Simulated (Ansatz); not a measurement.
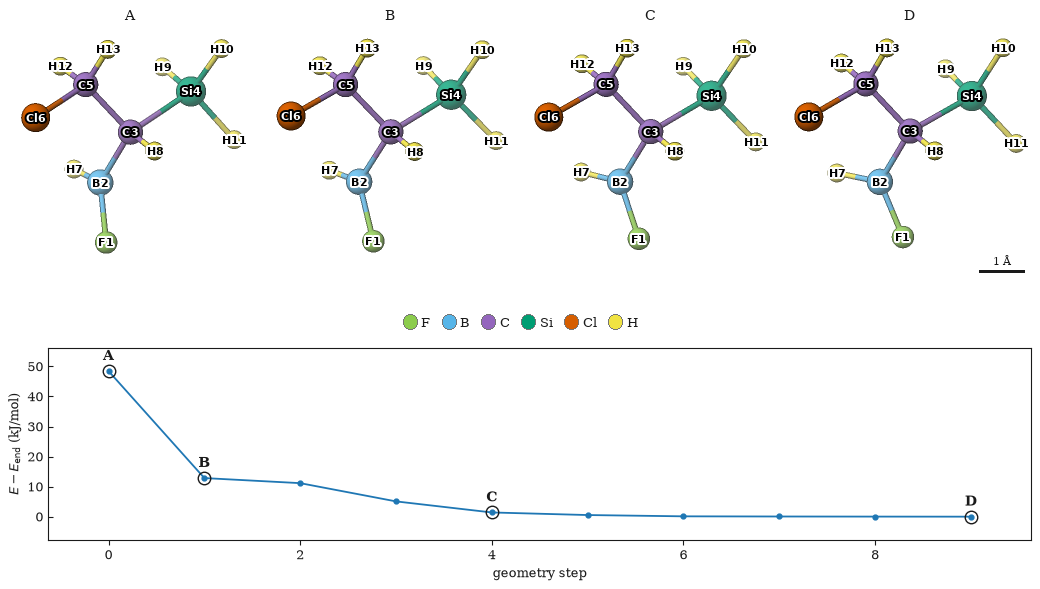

Frames of a relaxation of C2H7BClFSi, marked on the history of the run. A ball-and-stick model, seen at a tilt.

The run prepares an end point of a later path (hydrogen shift) calculation, from a guessed geometry.

These are results of RKS PBE/def2-SVP (Ansatz), not measurements.

Input file:
```yaml
crystal:
  periodic: [false, false, false]
  atoms:
    - { symbol: F, position_ang: [-2.3946, 0.7403, 1.2749] }
    - { symbol: B, position_ang: [-1.6189, 0.182, 0.242] }
    - { symbol: C, position_ang: [-0.0577, 0.2959, 0.3216] }
    - { symbol: Si, position_ang: [0.7549, -1.4277, 0.4605] }
    - { symbol: C, position_ang: [0.5682, 1.0151, -0.8959] }
    - { symbol: Cl, position_ang: [0.0939, 2.7608, -0.8972] }
    - { symbol: H, position_ang: [-2.0945, -0.3664, -0.6667] }
    - { symbol: H, position_ang: [0.2856, 0.8594, 1.2558] }
    - { symbol: H, position_ang: [0.3427, -2.1844, -0.7036] }
    - { symbol: H, position_ang: [2.1455, -1.3607, 0.6189] }
    - { symbol: H, position_ang: [0.1116, -2.112, 1.6667] }
    - { symbol: H, position_ang: [0.2567, 0.5523, -1.8102] }
    - { symbol: H, position_ang: [1.627, 1.0107, -0.8519] }
basis:
  gaussian: { orbitals: def2-SVP }
hamiltonian:
  xc: pbe
relax:
  f_tol: 0.02
  max_steps: 50
```

Run as
```bash
ansatz run input.yaml --threads 2 --pin off --max-ram 3072MiB --backend cpu --events-out ev --progress --plain --runs-dir out
```

What happens along the run?

Answer. The atom that moves furthest after the best rigid fit is F1 (0.52 Å). Largest moves by element: F 0.52 Å, H 0.50 Å, Cl 0.20 Å, Si 0.11 Å, B 0.07 Å, C 0.06 Å. Near-neighbour distances that change, for instance: Si4–H10 1.401 → 1.505 Å, F1–B2 1.407 → 1.336 Å, B2–H7 1.163 → 1.221 Å, Si4–H9 1.448 → 1.505 Å. Among the angles between lasting bonds that change: F1–B2–H7 122.4° → 116.9°, H9–Si4–H10 113.5° → 108.7°, C3–B2–H7 118.8° → 122.9°. Groups turn about B2–C3 by about 25°. Over 9 geometry steps the energy falls by 48.5 kJ/mol. Largest force component: 2.7 eV/Å at the start, 0.01 eV/Å at the end. From step 0 to 1: F1 moves most (0.19 Å), energy −35.6 kJ/mol. From step 1 to 4: H7 moves most (0.23 Å), energy −11.4 kJ/mol. From step 4 to 9: F1 moves most (0.18 Å), energy −1.40 kJ/mol.
